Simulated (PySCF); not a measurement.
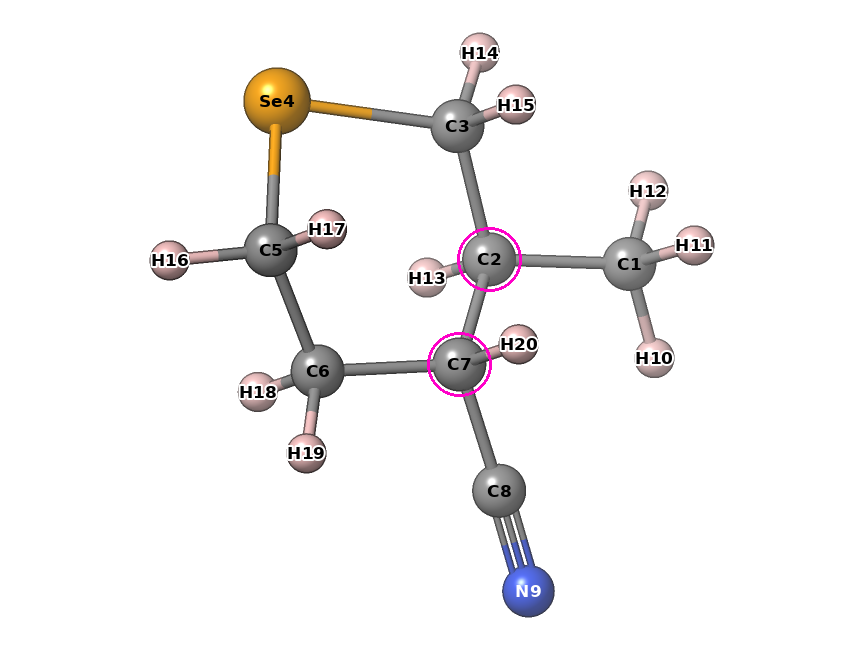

Atoms fade into the background with distance from the viewer. Circles mark the stereogenic atoms. The computed structure is the end point of a PBE0-D3(BJ)/def2-SVP optimisation. No frequency run is at hand to confirm it as a minimum.

Give the R/S and E/Z labels.

Answer. C2: S (priorities C3 > C7 > C1 > H13); C7: R (priorities C8 > C2 > C6 > H20).

Give a SMILES with the stereochemistry.

Answer. C[C@@H]1C[Se]CC[C@H]1C#N
